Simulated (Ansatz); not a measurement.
# LaF4: the cost of one run

Computed with Ansatz 0.2.0 (DFT PBE, scalar-relativistic, plane waves, PAW, unless a step's input says otherwise).

## (1) The structure to begin with

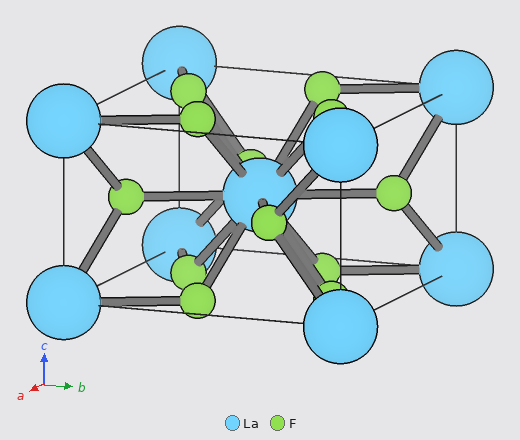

Start, viewed slightly off an axis; lanthanum blue, fluorine green. Atoms on the faces are drawn again on the opposite ones. The cell drawn here is the conventional one.

Structure file:

```
CELL_PARAMETERS angstrom
-3.01609 3.01609 1.86663
3.01609 -3.01609 1.86663
3.01609 3.01609 -1.86663
ATOMIC_POSITIONS crystal
La 0.00000 0.00000 0.00000
F 0.40000 0.20000 0.60000
F 0.20000 0.60000 0.80000
F 0.60000 0.80000 0.40000
F 0.80000 0.40000 0.20000
```

The cell is invented: species swapped into a database cell of ScAg4 (I4/m, No. 87), with La on the Sc sites and F on the Ag sites. Its size is a rough estimate.

## (2) A first look at the guess

input.yaml reads:

```yaml
crystal:
  lattice:
    - [-3.01608797, 3.01608797, 1.86663466]
    - [3.01608797, -3.01608797, 1.86663466]
    - [3.01608797, 3.01608797, -1.86663466]
  atoms:
    - { symbol: La, position: [0.0, 0.0, 0.0] }
    - { symbol: F, position: [0.40000001, 0.20000001, 0.60000002] }
    - { symbol: F, position: [0.20000001, 0.59999999, 0.8] }
    - { symbol: F, position: [0.59999999, 0.79999999, 0.39999998] }
    - { symbol: F, position: [0.79999999, 0.40000001, 0.2] }
basis:
  ecutwfc: 420
kpoints:
  mp_grid: { grid: [6, 6, 6] }
hamiltonian:
  xc: pbe
scf:
  occupations: { method: gaussian, width: 0.1 }
  lower_state_search: "off"
output:
  forces: true
  stress: true
  eigenvalues: true
```

Launch:

```console
> ansatz run input.yaml --threads 1 --pin off --max-ram 2560MiB --backend cpu --events-out ev --progress --plain --runs-dir out
```

What time and memory should one allow on 1 thread of Arm Neoverse V2, shared host?

About 3.4 s, with a peak of 0.35 GiB.
